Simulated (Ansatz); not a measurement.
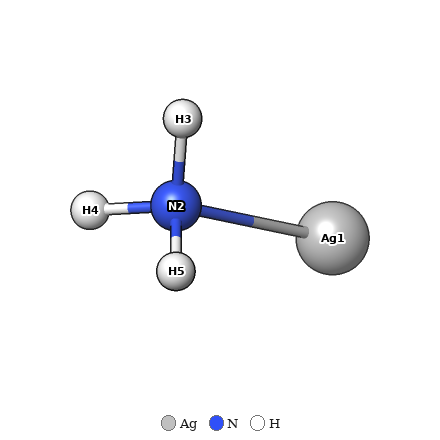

The system is AgH₃N, charge +1; the picture shows the reference structure. The turn is about an axis along (−0.98, 0.19, −0.01) in the frame of the relaxed pair, normal to the line between the partners. Coordinates scanned: (1) distance N2···Ag1; (2) turn of Ag1 about N2. The grid has 13 × 13 points. At 5 points there is no value (left out of the scan, as a rule where atoms come close). Points are written as (first, second). All energies are given in kcal/mol relative to the ion and the molecule far apart, frozen as in the relaxed pair, each in its own basis (no counterpoise correction). The calculation used RKS B3LYP-D4/def2-TZVPD in Ansatz 0.2.0.

Its coordinates:

```xyz
5

Ag    0.0258    0.0672   -1.9823
N    -0.0028   -0.0073    0.2164
H    -0.9442   -0.1571    0.5718
H     0.5798   -0.7620    0.5712
H     0.3414    0.8594    0.6230
```

Range: distance N2···Ag1 from 1.848 to 3.248 Å; turn of Ag1 about N2 from −90 to 90°.

Question: What will the energy surface look like?

Answer: The lowest grid point is at (2.149 Å, 0°), −47.9 kcal/mol from the ion and the molecule far apart, frozen as in the relaxed pair, each in its own basis (no counterpoise correction). It is the only kind of minimum in the scanned range. The highest grid point, (1.891 Å, −75°), lies 117.6 kcal/mol above the lowest. Round the minimum the two coordinates are nearly uncoupled.

| turn of Ag1 about N2 ↓, distance N2···Ag1 → | 1.848 | 1.891 | 1.962 | 2.049 | 2.149 | 2.259 | 2.379 | 2.506 | 2.642 | 2.784 | 2.933 | 3.088 | 3.248 |
| --- | --- | --- | --- | --- | --- | --- | --- | --- | --- | --- | --- | --- | --- |
| 90 | 53.9 | 43.0 | 28.8 | 16.3 | 6.8 | 0.4 | −3.5 | −5.4 | −6.3 | −6.2 | −5.5 | −4.7 | −3.9 |
| 75 | 30.1 | 21.5 | 10.5 | 1.1 | −5.8 | −10.1 | −12.4 | −13.2 | −13.0 | −12.1 | −10.9 | −9.6 | −8.3 |
| 60 | 9.4 | 2.3 | −6.7 | −14.0 | −19.1 | −21.8 | −22.7 | −22.5 | −21.3 | −19.5 | −17.5 | −15.5 | −13.6 |
| 45 | −7.3 | −13.5 | −21.2 | −27.2 | −30.9 | −32.5 | −32.4 | −31.1 | −29.0 | −26.4 | −23.7 | −21.0 | −18.4 |
| 30 | −19.7 | −25.4 | −32.2 | −37.3 | −40.1 | −40.8 | −39.9 | −37.9 | −35.0 | −31.8 | −28.5 | −25.2 | −22.2 |
| 15 | −27.4 | −32.7 | −39.1 | −43.6 | −45.9 | −46.1 | −44.6 | −42.1 | −38.9 | −35.2 | −31.5 | −27.9 | −24.6 |
| 0 | −30.0 | −35.2 | −41.4 | −45.8 | −47.9 | −47.9 | −46.2 | −43.6 | −40.2 | −36.4 | −32.5 | −28.8 | −25.4 |
| −15 | −27.3 | −32.7 | −39.0 | −43.6 | −45.9 | −46.0 | −44.6 | −42.1 | −38.8 | −35.2 | −31.5 | −27.9 | −24.6 |
| −30 | −19.0 | −24.7 | −31.7 | −36.9 | −39.8 | −40.5 | −39.7 | −37.7 | −34.9 | −31.7 | −28.4 | −25.2 | −22.1 |
| −45 | −3.6 | −10.3 | −18.6 | −25.2 | −29.4 | −31.4 | −31.5 | −30.5 | −28.5 | −26.0 | −23.3 | −20.7 | −18.2 |
| −60 | 25.0 | 15.7 | 3.7 | −6.5 | −13.7 | −18.1 | −20.2 | −20.5 | −20.0 | −18.5 | −16.7 | −14.9 | −13.0 |
| −75 | – | 69.7 | 47.0 | 26.9 | 11.6 | 1.1 | −5.3 | −8.7 | −10.0 | −10.3 | −9.7 | −8.6 | −7.5 |
| −90 | – | – | – | – | 51.7 | 28.3 | 13.1 | 4.2 | −0.7 | −3.0 | −3.9 | −3.8 | −3.2 |

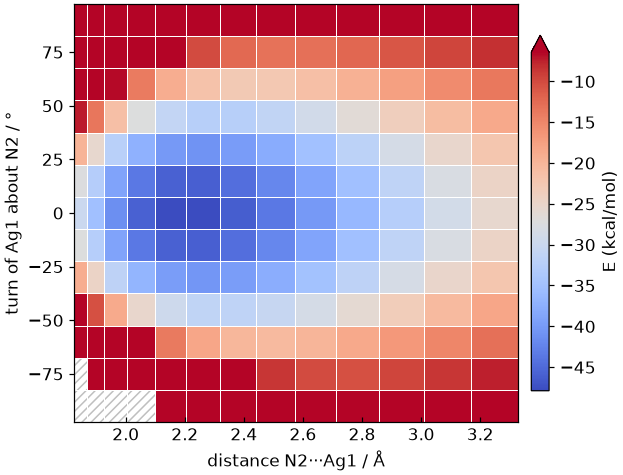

The picture shows one coloured cell a grid point, one colour for all values above the top of the scale, hatched blanks where no value was computed.

Each point was launched as `ansatz run input.yaml --threads 1 --pin off --max-ram 2560MiB --backend cpu --events-out ev --progress --plain --runs-dir out`. Time for the 164 points that were run: 14 min on 1 thread of Arm Neoverse N1, with other jobs on the host.
